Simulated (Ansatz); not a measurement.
# Cu5Si: relaxing a made-up structure, part 2 of 2

This structure for Cu5Si is made up. Its elements were placed in a known structure type with a cell scaled to their sizes. What cell does the guess relax to, and how far off was it?

Ansatz 0.2.0; DFT, PBE, plane-wave PAW, files of the set soft_1, scalar-relativistic, ferromagnetic start, cell and ions relaxed at zero pressure; PAW set soft_1 (the session's first sound run).

So far: Starting point; Relaxing cell and atoms. The relaxed cell has a = 4.445, c = 12.608 Å (conventional setting).

## (3) Electronic structure of the relaxed cell

A second self-consistent run takes a narrower smearing and the mesh shown in its input; the bands follow along the standard path of the relaxed lattice.

This step: DFT, PBE, plane-wave PAW, files of the set soft_1, scalar-relativistic, no spin, bands and density of states at the relaxed cell; PAW set soft_1 (Ansatz 0.2.0).

Input file input.yaml:

```yaml
crystal:
  lattice:
    - [2.2223826736, 1.283093235, 4.2026688207]
    - [-2.2223826736, 1.283093235, 4.2026688207]
    - [0.0, -2.5661864695, 4.2026688209]
  atoms:
    - { symbol: Cu, position: [0.1627851855, 0.8372148145, 0.5] }
    - { symbol: Cu, position: [0.8372148145, 0.5, 0.1627851855] }
    - { symbol: Cu, position: [0.5, 0.1627851855, 0.8372148145] }
    - { symbol: Cu, position: [0.3344049046, 0.3344049046, 0.3344049046] }
    - { symbol: Cu, position: [0.6655950954, 0.6655950954, 0.6655950954] }
    - { symbol: Si, position: [0.0, 0.0, 0.0] }
kpoints:
  mp_grid: { grid: [8, 8, 8] }
  band_path:
    path:
      - [[0.0, 0.0, 0.0], [0.5, 0.0, 0.0], [0.5, 0.22880718, -0.22880718]]
      - [[0.77119282, 0.5, 0.22880718], [0.5, 0.5, 0.5], [0.0, 0.0, 0.0], [0.36440359, 0.0, -0.36440359]]
      - [[0.63559641, 0.36440359, 0.0], [0.5, 0.5, 0.0], [0.63559641, 0.63559641, 0.22880718], [0.5, 0.5, 0.5]]
      - [[0.5, 0.0, 0.0], [0.77119282, 0.36440359, 0.36440359]]
    npoints: 8
scf:
  occupations: { method: fermi_dirac, width: 0.03 }
  n_extra_bands: 10
hamiltonian:
  xc: pbe
  pseudopotentials: { kind: paw, azcp: { folder: soft_1 } }
output:
  forces: true
  stress: true
  write_bands: true
  dos: { projected: true }
  write_density: true
  write_potential: true
  elf: true
  volumetric_format: npy
```

Started as:

```console
ansatz run input.yaml --threads 4 --pin off --max-ram 10240MiB --backend cpu --events-out ev --progress --plain --runs-dir out
```

Numbers of over 12 decimals in the logs are rounded to 6 here.

Log:

```text
[...]
Crystal: 6 atoms, lattice volume = 71.904 Å³
Basis set: ecut = 420 eV, 1401 PW (Γ), exchange–correlation on 72×72×72 points (8 copies of the dense FFT grid, shifted against one another)
Bands: 60, of which v1, the nominal top of the filled ones, is band 50 counted from 1 (49 counted from 0)
Symmetry: 6 space group operations
[...]
k-points: 65 of 512 (time reversal used)
[...]
SCF iter   1: F=—  HF=-33767.933651 eV  |F-HF|=—  |Δ(HF+E_count)|=         —  Δρ=2.79e-1  dr2=3.59e1  ethr=3.10e-3  ⟨swp⟩=5.6  Hψ=13231  notcnv=0  defer=2
[...]
SCF iter  10: F=-33762.050798 eV  HF=-33762.050798 eV  |F-HF|=4.11e-8  |Δ(HF+E_count)|=   3.34e-8  Δρ=7.08e-6  dr2=5.22e-8  ethr=1.01e-10  ⟨swp⟩=12.6  Hψ=24027  notcnv=0
SCF 1 converged in 10 iterations: F = -33762.050798 eV  dr2 = 5.22e-8
[...]
NSCF: frozen V_eff on 76 k-points
SCF converged after 10 iterations
Free energy (F): -33762.050798 eV
[...]
Internal energy: -33762.046957 eV  (E = F + TS)
E sigma→0 (E₀):  -33762.048877 eV
Entropy (-TS):   -0.003841 eV (-0.640 meV/atom)
Fermi energy:    15.825085 eV
[...]
--- Forces (eV/Å), atoms counted from 1 ---
  atom   1  Cu     0.00240900    -0.00000000     0.00000000
  atom   2  Cu    -0.00120450    -0.00208625     0.00000000
  atom   3  Cu    -0.00120450     0.00208625    -0.00000000
  atom   4  Cu     0.00000000     0.00000000     0.00679161
  atom   5  Cu     0.00000000    -0.00000000    -0.00679161
  atom   6  Si     0.00000000     0.00000000     0.00000000
  max |Σ_I F_I| component: 1.16e-16 eV/Å
--- Stress (GPa, compression-positive) ---
       -0.000763       0.000000       0.000000
        0.000000      -0.000763      -0.000000
        0.000000      -0.000000      -0.197124
  P = ⅓ Tr σ = -0.0662 GPa (-0.662 kbar)
--- Band table (eV; the first three rows and the last of 65) ---
  k-point 0: bands = [... 46 lower, 13.7513, 16.2431, 16.8385, 16.8385, 17.9565, 17.9565, 18.1058, 18.3542, ... 6 higher]
  k-point 1: bands = [... 46 lower, 14.0965, 15.4962, 16.1172, 16.6398, 17.5829, 18.0050, 18.7848, 19.1491, ... 6 higher]
  k-point 2: bands = [... 46 lower, 14.4888, 14.7490, 15.1493, 16.1915, 17.4625, 17.6815, 18.6951, 19.6412, ... 6 higher]
  k-point 64: bands = [... 46 lower, 13.7205, 16.1707, 16.7542, 16.7542, 17.4388, 17.4388, 18.5583, 21.6368, ... 6 higher]
```

The job ended after 14 s (4 threads of Arm Neoverse V2, shared host; peak memory 0.65 GiB).

Reading the cycles: dr2 is the Hartree energy of the density residual (eV), the measure of convergence; HF is the Harris–Foulkes estimate of the energy, which meets the free energy F at convergence.

This step gave:

- free energy: -33762.0508 eV
- energy at zero smearing: -33762.0489 eV
- smearing term TS: 0.003841 eV
- Fermi energy: 15.83 eV
- pressure: -0.06622 GPa

From bands.tsv, the bands that come nearest the Fermi level along the path, at its corners, in eV from the Fermi level:

| point | band 46 | band 47 | band 48 | band 49 | band 50 | band 51 | band 52 | band 53 |
| --- | --- | --- | --- | --- | --- | --- | --- | --- |
| Γ | -2.08 | -2.07 | 0.42 | 1.01 | 1.01 | 2.13 | 2.13 | 2.28 |
| L | -2.06 | -1.84 | -1.81 | -0.85 | -0.33 | 0.53 | 1.96 | 3.48 |
| B1 | -2.06 | -1.99 | -1.95 | -1.88 | 0.66 | 0.89 | 3.64 | 3.69 |
| B | -2.06 | -1.99 | -1.95 | -1.88 | 0.66 | 0.89 | 3.64 | 3.69 |
| Z | -2.21 | -2.10 | 0.35 | 0.93 | 0.93 | 1.61 | 1.61 | 2.73 |
| Γ | -2.08 | -2.07 | 0.42 | 1.01 | 1.01 | 2.13 | 2.13 | 2.28 |
| X | -2.15 | -2.05 | -2.03 | -1.33 | -1.07 | 2.33 | 2.96 | 4.34 |
| Q | -2.15 | -2.05 | -2.03 | -1.33 | -1.07 | 2.33 | 2.96 | 4.34 |
| F | -2.01 | -1.81 | -1.53 | -1.36 | -1.14 | -0.14 | 4.96 | 5.60 |
| P1 | -2.02 | -1.92 | -1.87 | -1.33 | -0.19 | 0.70 | 3.67 | 4.75 |
| Z | -2.21 | -2.10 | 0.35 | 0.93 | 0.93 | 1.61 | 1.61 | 2.73 |
| L | -2.06 | -1.84 | -1.81 | -0.85 | -0.33 | 0.53 | 1.96 | 3.48 |
| P | -2.02 | -1.92 | -1.87 | -1.33 | -0.19 | 0.70 | 3.67 | 4.75 |

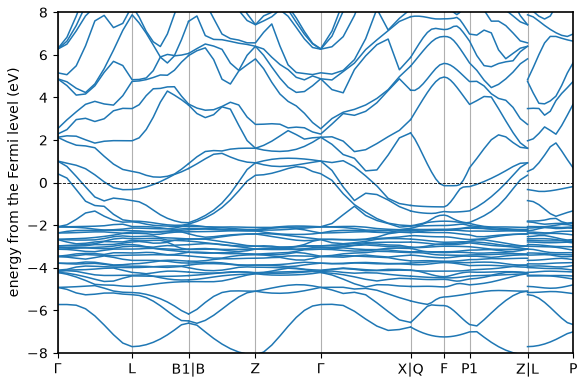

Bands along the path. 21 bands lie wholly below the window drawn.

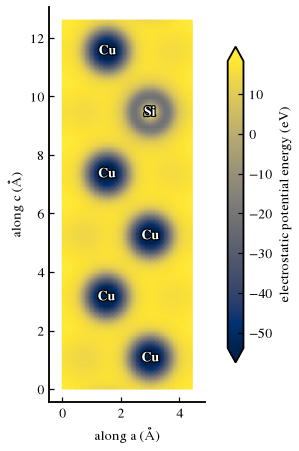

Electrostatic potential energy in the ac plane of the conventional cell at fractional y = 0.000, with atoms of Cu and Si within 0.2 Å of it. With pseudopotentials it is smooth inside the atoms' cores, unlike the true potential. The map starts off the cell's origin, so that atoms lie inside it.

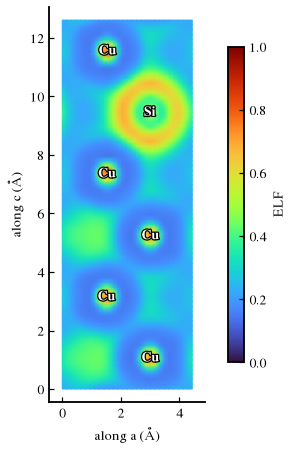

ELF in the ac plane of the conventional cell at fractional y = 0.000, with atoms of Cu and Si within 0.2 Å of it. It is the smooth field of the valence electrons, not physical close to the nuclei. The map starts off the cell's origin, so that atoms lie inside it.

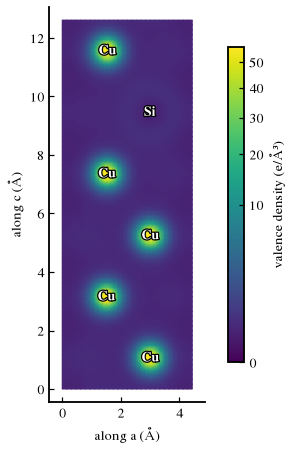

Valence density in the ac plane of the conventional cell at fractional y = 0.000, with atoms of Cu and Si within 0.2 Å of it. It is the smooth field of the valence electrons, not physical close to the nuclei. The map starts off the cell's origin, so that atoms lie inside it. The colour scale is stretched toward low values.

## (4) What came out

```yaml
space_group_relaxed: R32
conventional_cell: a = 4.445, b = 4.445, c = 12.608 Å; α = 90.0°, β = 90.0°, γ = 120.0°
volume_per_atom: 11.98 Å³ (guess 11.65)
total_moment: 0.00 μB in the cell of 6 atoms
```

What this shows: Cu5Si relaxes to R32 with a = 4.445, b = 4.445 and c = 12.608 Å. The guessed volume was 3 % too small. The space group R32 was held in the relaxation, so the end point is a stationary structure within it and may be a saddle against distortions or other arrangements. The moments died out from this one start and weren't seeded again at the relaxed cell. Bands cross the Fermi level, so it is a metal or semimetal at this level. The electron count is odd, which forces that without spin polarisation or a larger cell. On the 8×8×8 mesh with the narrower smearing (relaxed on 7×7×7) the largest force component is 0.007 eV/Å and the largest stress component is 0.197 GPa, against the relaxation's thresholds of 0.015 eV/Å and 0.05 GPa. The cutoff wasn't tested. No dispersion term is used, so weakly bound directions may come out too long. Nothing here tests whether the compound is stable against decomposition.

[Logs are printed without paths, hosts, clocks, repeated set-up lines and the standing remarks that a program may print on its own settings, such as how far it seeks lower states.]

[Hosts, paths, dates, database ids (printed as entryN), source tags and the programs' standing remarks are cut or masked in the printed files.]
